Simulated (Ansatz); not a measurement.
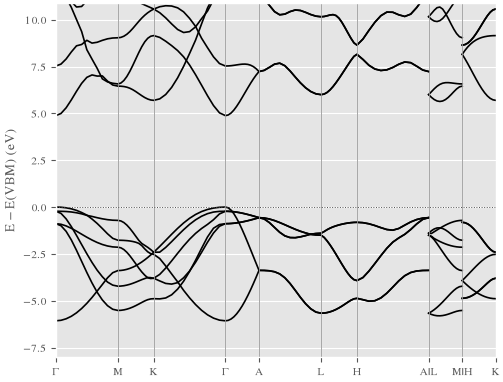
Fig. 1. Band structure from DFT-r²SCAN in the program Ansatz with PAW potentials

Problem. Read off the gap and where the band edges lie.

Solution. About 4.9 eV (4.88 eV by a search for the band edges); maximum at Γ, minimum at Γ.

The material is AlN (wurtzite, space group No. 186).

Space group P6_3mc (wurtzite). Symmetry was held in the r²SCAN relaxation.

Potentials: the later of the program's two PAW sets.
